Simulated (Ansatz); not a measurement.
# Pressure series in SiO2

Base system: SiO₂ in the rutile structure (space group P4_2/mnm, No. 136; a = 4.236 Å, c = 2.690 Å).

Cell and atoms are relaxed at each pressure.

Levels (all Ansatz, a quantum-chemistry and plane-wave program, PAW): PBE (420 eV, no spin-orbit coupling); r2SCAN (500 eV, no SOC).

The base cell above is that of PBE; each level relaxes its own structures.

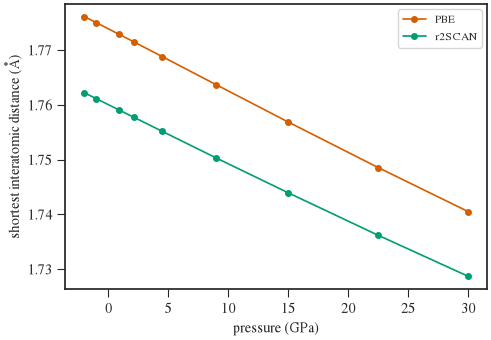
Fig. 1. Shortest interatomic distance under two levels

Task: How do the two levels compare along the series?

Result: PBE lies above r2SCAN in every row, by 0.012 Å to 0.014 Å. They put the cases in the same order.

Load acts through the strain it causes; cell and atoms are relaxed under it. Whether these cells are dynamically stable was not tested. Competing high-pressure phases were not computed.
